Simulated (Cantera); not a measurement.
Feed: 1 mol FeS, 660 mol H2, equilibrated at 0.135 Torr.

Cantera equilibrium calculation (NASA polynomials, part measured and part estimated; ideal gas, pure solids and liquids). Candidate condensed phases: Fe, FeS, FeS2, S; 8 gas species. Mutual solubility and eutectic melting of coexisting phases are not modelled. FeS: taken at fixed stoichiometry. Equilibrium is a limit: real reactors are often held back by kinetics, nucleation or transport.

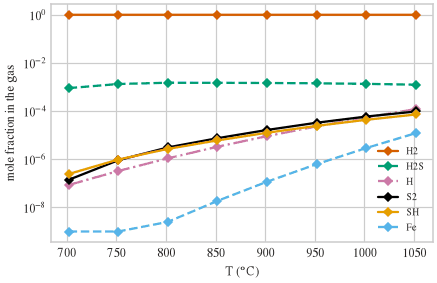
Equilibrium gas composition (values under 1e-9 drawn at 1e-9)

Task: Read off the mole fractions at 902 °C.

Result: H2 about 1.00, H2S about 0.0015, S2 about 1.6e-5, SH about 1.3e-5, H about 9.1e-6, Fe about 1.2e-7.
